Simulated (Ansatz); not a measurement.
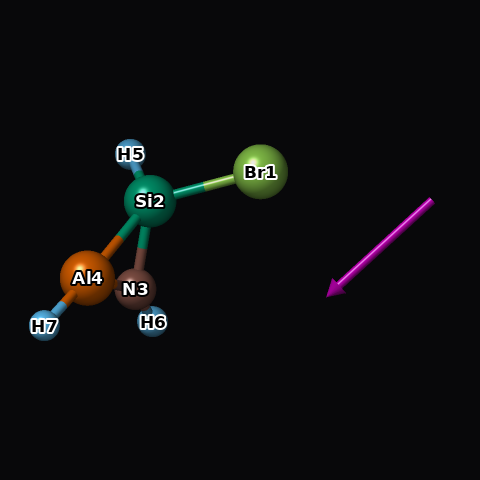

The arrow beside the molecule shows the direction of the dipole moment, from the negative to the positive end (its length means nothing). Computed geometry: PBE0-D4/def2-TZVP optimisation. Level of theory: RKS r2SCAN-D4/def2-TZVPP (Ansatz 0.2.0).

> Estimate the dipole moment.

2.74 D; it points from the side of Br1 to the side of H7 (the outermost atoms at the two ends).
